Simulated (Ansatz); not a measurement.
# BClH₅NO₂: search for a transition state, part 2 of 2

Ansatz 0.2.0, Gaussian basis; PBE0-D4. Earlier steps stand in the parts before.

### Step 8. Relaxing after a step of 0.30 Å the other way along the mode

Contents of downb/in.yaml:

```yaml
crystal:
  periodic: [false, false, false]
  atoms:
    - {symbol: B, position_ang: [-0.211666, -0.490642, -0.427089]}
    - {symbol: N, position_ang: [0.821226, 0.598291, -0.379858]}
    - {symbol: O, position_ang: [-0.152530, -1.519039, 0.461966]}
    - {symbol: O, position_ang: [-1.230459, -0.265067, -1.266558]}
    - {symbol: H, position_ang: [0.476911, 1.058628, 0.693456]}
    - {symbol: Cl, position_ang: [-0.356255, 1.153743, 2.145650]}
    - {symbol: H, position_ang: [1.784142, 0.257500, -0.340886]}
    - {symbol: H, position_ang: [0.726012, 1.277093, -1.131511]}
    - {symbol: H, position_ang: [0.119708, -1.218761, 1.355905]}
    - {symbol: H, position_ang: [-1.977091, -0.851746, -1.110874]}
basis:
  gaussian: {orbitals: def2-TZVP}
hamiltonian: {xc: pbe0, dispersion: d4}
relax: {f_tol: 0.005, max_steps: 200}
```

Command:

```sh
$ ansatz run in.yaml --threads 4 --pin off --events-out ev --progress --plain --max-ram 9574MiB
```

The log of the run:

```text
Functional definition: PBE0
  name "PBE0"
  cite "Adamo & Barone, J. Chem. Phys. 110, 6158 (1999) doi:10.1063/1.478522"
  cite "Perdew, Burke & Ernzerhof, Phys. Rev. Lett. 77, 3865 (1996) doi:10.1103/PhysRevLett.77.3865"
  parent pbe
  parameter a = 0.25
  parameter kappa = 0.804
  parameter beta = 0.06672455060314922
  exchange = (1 - a)*pbe_x(kappa = kappa, mu = beta*pi^2/3) + a*exact_x
  correlation = pbe_c(beta = beta)
1114 factors; their error is unknown
mean field evaluation 1: about -18851.1703 eV, gradient 7.6e1 eV
mean field evaluation 2: about -18844.1171 eV, gradient 9.9e1 eV
mean field evaluation 4: about -18860.5047 eV, gradient 3.1e0 eV
mean field evaluation 8: about -18860.5160 eV, gradient 3.6e-2 eV
mean field evaluation 16: about -18860.5602 eV, gradient 8.9e-5 eV
mean field -18860.56024740 eV, -693.1128049451 hartree, gradient 1.9e-5 eV, S^2 0.000000; 0 other end points of the search recorded, 0 dependent functions left out
the calculation of the forces begins
reference -18860.56027611 eV, -693.1128060002 hartree; 25, 25 occupied and 166, 166 virtual orbitals, 1114 factors
relax step   1: F+E_penalty+E_count = -18860.71666610 eV  Δ(F+E_penalty+E_count) = +0.000e0 eV  max|allowed force component| = 1.031e0 eV/Å  Δτ_max = 0.0000 Å  (28 SCF iters, accepted)
these checks for a lower state are left out or cut short: starts, cluster_reference, orbital_swaps, neighbouring_geometries, increment
1114 factors; their error is unknown
mean field -18860.64102662 eV, -693.1157735266 hartree, gradient 1.1e-5 eV, S^2 0.000000; 0 other end points of the search recorded, 0 dependent functions left out
the calculation of the forces begins
reference -18860.64105515 eV, -693.1157745750 hartree; 25, 25 occupied and 166, 166 virtual orbitals, 1114 factors
relax step   2: F+E_penalty+E_count = -18860.79565208 eV  Δ(F+E_penalty+E_count) = -7.899e-2 eV  max|allowed force component| = 4.333e-1 eV/Å  Δτ_max = 0.1944 Å  (31 SCF iters, accepted)
these checks for a lower state are left out or cut short: starts, cluster_reference, orbital_swaps, neighbouring_geometries, increment
1114 factors; their error is unknown
mean field evaluation 32: about -18860.6853 eV, gradient 2.0e-5 eV
mean field -18860.68530954 eV, -693.1174008940 hartree, gradient 2.0e-5 eV, S^2 0.000000; 0 other end points of the search recorded, 0 dependent functions left out
the calculation of the forces begins
reference -18860.68533804 eV, -693.1174019413 hartree; 25, 25 occupied and 166, 166 virtual orbitals, 1114 factors
relax step   3: F+E_penalty+E_count = -18860.83952780 eV  Δ(F+E_penalty+E_count) = -4.388e-2 eV  max|allowed force component| = 3.409e-1 eV/Å  Δτ_max = 0.0951 Å  (30 SCF iters, accepted)
[... from here on, the SCF cycles and remarks between the steps are left out ...]
relax step   4: F+E_penalty+E_count = -18860.90327442 eV  Δ(F+E_penalty+E_count) = -6.375e-2 eV  max|allowed force component| = 3.758e-1 eV/Å  Δτ_max = 0.1951 Å  (30 SCF iters, accepted)
relax step   5: F+E_penalty+E_count = -18860.94828480 eV  Δ(F+E_penalty+E_count) = -4.501e-2 eV  max|allowed force component| = 2.399e-1 eV/Å  Δτ_max = 0.1974 Å  (31 SCF iters, accepted)
relax step   6: F+E_penalty+E_count = -18860.97397855 eV  Δ(F+E_penalty+E_count) = -2.569e-2 eV  max|allowed force component| = 2.039e-1 eV/Å  Δτ_max = 0.1974 Å  (31 SCF iters, accepted)
relax step   7: F+E_penalty+E_count = -18860.96949705 eV  Δ(F+E_penalty+E_count) = +4.482e-3 eV  max|allowed force component| = 7.934e-1 eV/Å  Δτ_max = 0.1558 Å  (31 SCF iters, rejected (line search))
relax step   8: F+E_penalty+E_count = -18860.98560827 eV  Δ(F+E_penalty+E_count) = -1.163e-2 eV  max|allowed force component| = 2.313e-1 eV/Å  Δτ_max = 0.0776 Å  (30 SCF iters, accepted)
relax step   9: F+E_penalty+E_count = -18860.99017717 eV  Δ(F+E_penalty+E_count) = -4.569e-3 eV  max|allowed force component| = 3.042e-1 eV/Å  Δτ_max = 0.1000 Å  (30 SCF iters, accepted)
relax step  10: F+E_penalty+E_count = -18860.99421899 eV  Δ(F+E_penalty+E_count) = -4.042e-3 eV  max|allowed force component| = 2.211e-1 eV/Å  Δτ_max = 0.0636 Å  (31 SCF iters, accepted)
relax step  11: F+E_penalty+E_count = -18860.99688898 eV  Δ(F+E_penalty+E_count) = -2.670e-3 eV  max|allowed force component| = 1.667e-1 eV/Å  Δτ_max = 0.0419 Å  (31 SCF iters, accepted)
relax step  12: F+E_penalty+E_count = -18860.98980254 eV  Δ(F+E_penalty+E_count) = +7.086e-3 eV  max|allowed force component| = 7.038e-1 eV/Å  Δτ_max = 0.1964 Å  (36 SCF iters, rejected (line search))
relax step  13: F+E_penalty+E_count = -18861.01443963 eV  Δ(F+E_penalty+E_count) = -1.755e-2 eV  max|allowed force component| = 1.104e-1 eV/Å  Δτ_max = 0.0977 Å  (30 SCF iters, accepted)
relax step  14: F+E_penalty+E_count = -18861.00960580 eV  Δ(F+E_penalty+E_count) = +4.834e-3 eV  max|allowed force component| = 7.305e-1 eV/Å  Δτ_max = 0.0974 Å  (30 SCF iters, rejected (line search))
relax step  15: F+E_penalty+E_count = -18861.02035554 eV  Δ(F+E_penalty+E_count) = -5.916e-3 eV  max|allowed force component| = 3.934e-2 eV/Å  Δτ_max = 0.0487 Å  (31 SCF iters, accepted)
relax step  16: F+E_penalty+E_count = -18861.02244436 eV  Δ(F+E_penalty+E_count) = -2.089e-3 eV  max|allowed force component| = 2.331e-2 eV/Å  Δτ_max = 0.0500 Å  (30 SCF iters, accepted)
relax step  17: F+E_penalty+E_count = -18861.02298090 eV  Δ(F+E_penalty+E_count) = -5.365e-4 eV  max|allowed force component| = 1.918e-1 eV/Å  Δτ_max = 0.0732 Å  (30 SCF iters, accepted)
relax step  18: F+E_penalty+E_count = -18861.02356821 eV  Δ(F+E_penalty+E_count) = -5.873e-4 eV  max|allowed force component| = 1.156e-1 eV/Å  Δτ_max = 0.0109 Å  (32 SCF iters, accepted)
relax step  19: F+E_penalty+E_count = -18861.02415263 eV  Δ(F+E_penalty+E_count) = -5.844e-4 eV  max|allowed force component| = 7.330e-2 eV/Å  Δτ_max = 0.0233 Å  (31 SCF iters, accepted)
relax step  20: F+E_penalty+E_count = -18861.02439762 eV  Δ(F+E_penalty+E_count) = -2.450e-4 eV  max|allowed force component| = 4.621e-2 eV/Å  Δτ_max = 0.0202 Å  (31 SCF iters, accepted)
relax step  21: F+E_penalty+E_count = -18861.02449165 eV  Δ(F+E_penalty+E_count) = -9.403e-5 eV  max|allowed force component| = 1.903e-2 eV/Å  Δτ_max = 0.0066 Å  (32 SCF iters, accepted)
relax step  22: F+E_penalty+E_count = -18861.02458992 eV  Δ(F+E_penalty+E_count) = -9.826e-5 eV  max|allowed force component| = 1.937e-2 eV/Å  Δτ_max = 0.0094 Å  (31 SCF iters, accepted)
relax step  23: F+E_penalty+E_count = -18861.02463232 eV  Δ(F+E_penalty+E_count) = -4.240e-5 eV  max|allowed force component| = 1.659e-2 eV/Å  Δτ_max = 0.0114 Å  (31 SCF iters, accepted)
relax step  24: F+E_penalty+E_count = -18861.02465413 eV  Δ(F+E_penalty+E_count) = -2.181e-5 eV  max|allowed force component| = 1.347e-2 eV/Å  Δτ_max = 0.0141 Å  (31 SCF iters, accepted)
relax step  25: F+E_penalty+E_count = -18861.02466054 eV  Δ(F+E_penalty+E_count) = -6.408e-6 eV  max|allowed force component| = 1.333e-2 eV/Å  Δτ_max = 0.0049 Å  (32 SCF iters, accepted)
relax step  26: F+E_penalty+E_count = -18861.02466709 eV  Δ(F+E_penalty+E_count) = -6.553e-6 eV  max|allowed force component| = 6.107e-3 eV/Å  Δτ_max = 0.0024 Å  (33 SCF iters, accepted)
these checks for a lower state are left out or cut short: starts, cluster_reference, orbital_swaps, neighbouring_geometries, increment
1114 factors; their error is unknown
mean field -18860.87461065 eV, -693.1243575813 hartree, gradient 2.0e-5 eV, S^2 0.000000; 0 other end points of the search recorded, 0 dependent functions left out
the calculation of the forces begins
reference -18860.87463890 eV, -693.1243586195 hartree; 25, 25 occupied and 166, 166 virtual orbitals, 1114 factors
relax step  27: F+E_penalty+E_count = -18861.02466779 eV  Δ(F+E_penalty+E_count) = -6.959e-7 eV  max|allowed force component| = 3.199e-3 eV/Å  Δτ_max = 0.0006 Å  (33 SCF iters, accepted)
1114 factors; their error is unknown
mean field evaluation 224: about -18860.8746 eV, gradient 1.2e-4 eV
mean field -18860.87461065 eV, -693.1243575813 hartree, gradient 2.0e-5 eV, S^2 0.000000; 1 other end points of the search recorded, 0 dependent functions left out
the calculation of the forces begins
reference -18860.87463890 eV, -693.1243586195 hartree; 25, 25 occupied and 166, 166 virtual orbitals, 1114 factors
Total energy: -18861.02469604 eV, -693.1298731176 hartree
Atom 0 at    -0.419520    -0.435364    -0.397282 Å, force    -0.000378    -0.001932     0.002433 eV/Å
Atom 1 at     0.619073     0.691113    -0.318108 Å, force     0.000215     0.000586     0.000215 eV/Å
Atom 2 at    -0.865825    -0.982716     0.723142 Å, force     0.000505     0.001428    -0.003199 eV/Å
Atom 3 at    -0.790664    -0.770716    -1.653837 Å, force    -0.000317    -0.000311     0.000970 eV/Å
Atom 4 at     0.820040     0.851557     0.783881 Å, force    -0.000296     0.000284    -0.001580 eV/Å
Atom 5 at     0.765958     0.698323     2.527466 Å, force    -0.000218    -0.000166     0.000131 eV/Å
Atom 6 at     1.483060     0.446339    -0.795226 Å, force    -0.000523    -0.000189     0.000133 eV/Å
Atom 7 at     0.278565     1.552657    -0.737410 Å, force     0.000372    -0.000099     0.000679 eV/Å
Atom 8 at    -0.448959    -0.572508     1.536795 Å, force     0.000394     0.000008     0.000537 eV/Å
Atom 9 at    -1.441731    -1.478686    -1.669221 Å, force     0.000245     0.000392    -0.000320 eV/Å
Dipole moment:    -0.076025    -0.007112    -1.411921 e Å
```

It took 2.9 min on 4 threads of Intel Xeon at 2.50GHz, shared host.

Along the way: (the energy doesn't fall at every step)

| step | energy from step 1 (eV) | largest force component (eV/Å) |
| --- | --- | --- |
| 1 | 0.0000 | 1.0310 |
| 2 | -0.0790 | 0.4333 |
| 3 | -0.1229 | 0.3409 |
| 4 | -0.1866 | 0.3758 |
| 5 | -0.2316 | 0.2399 |
| 6 | -0.2573 | 0.2039 |
| 7 | -0.2528 | 0.7934 |
| 8 | -0.2689 | 0.2313 |
| 9 | -0.2735 | 0.3042 |
| 10 | -0.2776 | 0.2211 |
| 11 | -0.2802 | 0.1667 |
| 12 | -0.2731 | 0.7038 |
| 13 | -0.2978 | 0.1104 |
| 14 | -0.2929 | 0.7305 |
| 15 | -0.3037 | 0.0393 |
| 16 | -0.3058 | 0.0233 |
| 17 | -0.3063 | 0.1918 |
| 18 | -0.3069 | 0.1156 |
| 19 | -0.3075 | 0.0733 |
| 20 | -0.3077 | 0.0462 |
| 21 | -0.3078 | 0.0190 |
| 22 | -0.3079 | 0.0194 |
| 23 | -0.3080 | 0.0166 |
| 24 | -0.3080 | 0.0135 |
| 25 | -0.3080 | 0.0133 |
| 26 | -0.3080 | 0.0061 |
| 27 | -0.3080 | 0.0032 |

Distances of close pairs at the start and the end, largest changes first:

| bond | before (Å) | after (Å) | change (Å) |
| --- | --- | --- | --- |
| N2–H5 | 1.218 | 1.132 | -0.086 |
| B1–O3 | 1.361 | 1.324 | -0.036 |
| B1–N2 | 1.502 | 1.534 | +0.033 |
| O3–H9 | 0.982 | 1.002 | +0.021 |
| B1–O4 | 1.339 | 1.352 | +0.013 |
| N2–H7 | 1.022 | 1.017 | -0.005 |
| N2–H8 | 1.017 | 1.017 | -0.000 |
| O4–H10 | 0.962 | 0.962 | -0.000 |

### Step 9. What the saddle joins

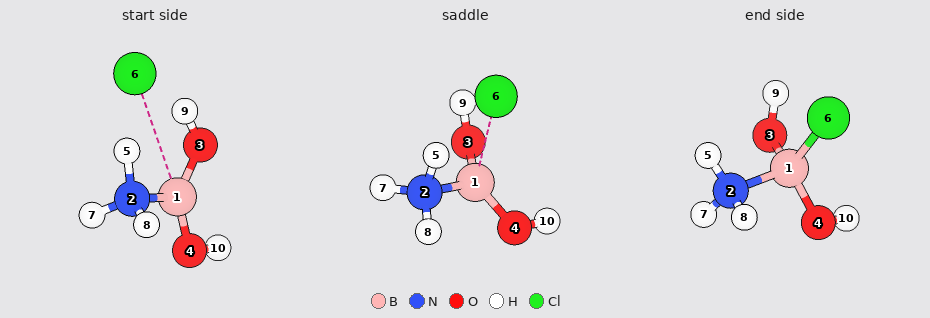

The minimum on the start side, the saddle and the minimum on the end side; broken lines join the pairs that change, where they aren't drawn as bonds.

| pair | start side (Å) | saddle (Å) | end side (Å) |
| --- | --- | --- | --- |
| B1–Cl6 | 3.353 | 2.658 | 1.913 |

### Step 10. Summary of results

This closing draws on all 2 parts.

```
                       quantity          value
                 imaginary mode      217i cm⁻¹
    barrier from the start side   8.5 kcal/mol
      barrier from the end side  13.3 kcal/mol
             energy of the step  -4.9 kcal/mol
              pairs that change  B1–Cl6 formed
zero-point energy at the saddle       1.988 eV
```

One imaginary mode, 217i cm⁻¹, makes this a first-order saddle. The two relaxations don't end on the planned structures: the search found another step. At PBE0-D4/def2-TZVP the electronic barrier is 8.5 kcal/mol, about 14 kT at 298 K, and the step runs 4.9 kcal/mol downhill. Lower complexes than these ends may exist.
